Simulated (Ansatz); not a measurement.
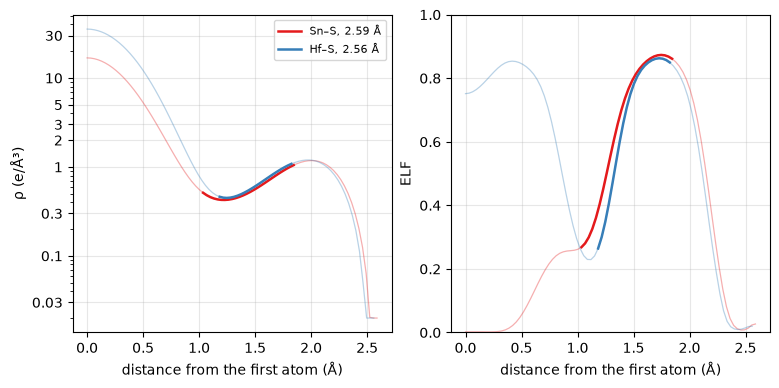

*Hf3SnS8. Valence pseudo-density and ELF along straight lines between neighbouring atoms. Thin, pale parts lie inside the atomic spheres.*

Space group P-3m1; a structure generated by program, which may or may not match a known phase.

The calculation used DFT PBE, scalar-relativistic, plane waves, PAW in Ansatz 0.2.0.

The density is the valence pseudo-density of a PAW calculation; it isn't the true density close to the nuclei.

**Compare the contacts.**

Sn–S (2.59 Å): the density is about 0.44 e/Å³ at the midpoint; the ELF peaks at about 0.85 in the valence shell of S, 0.8 Å from its nucleus, and is about 0.55 at the midpoint.
Hf–S (2.56 Å): ρ is about 0.45 e/Å³ halfway; the ELF peaks at about 0.85 in the valence shell of S, 0.8 Å from its nucleus, and is about 0.40 at the midpoint.
